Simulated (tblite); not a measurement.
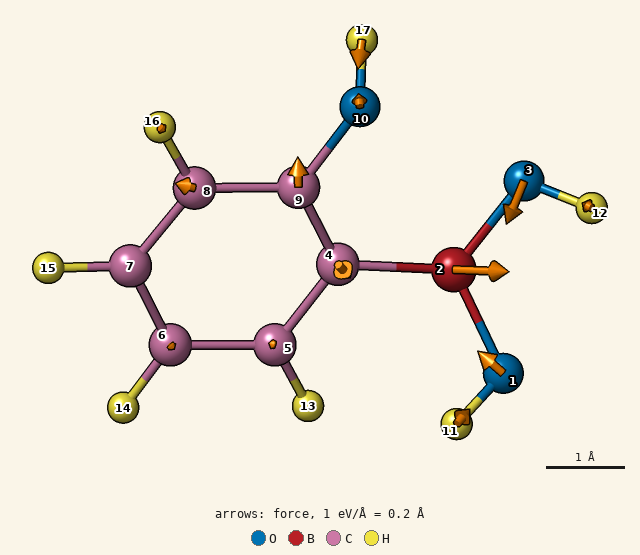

Starting geometry of C₆H₇BO₃ with the computed forces as orange arrows. The picture is a ball-and-stick view, seen at a tilt.

The calculation used GFN2-xTB geometry optimisation, gas phase in tblite 0.8.0. 

**Is this structure relaxed? If not, where do the atoms go?**

It isn't relaxed: the largest force vector, on B2, is 4.24 eV/Å. The final displacements follow the starting forces only in part (cosine between the two patterns 0.31). Over 110 geometry steps the energy falls by 145.9 kJ/mol. H17 moves most after the best rigid fit: 1.09 Å. By element the largest moves are H 1.09 Å, O 0.45 Å, B 0.32 Å, C 0.28 Å. Among the contacts that change: B2–O3 1.475 → 1.364 Å, C9–O10 1.395 → 1.349 Å, O10–H17 1.014 → 0.971 Å, C4–C9 1.364 → 1.406 Å. Among the angles between lasting bonds that change: C9–O10–H17 117.4° → 108.9°, O1–B2–C4 116.2° → 124.2°, B2–O1–H11 110.9° → 116.7°. Groups turn about C9–O10 by about 95°, O1–B2 by about 25°.
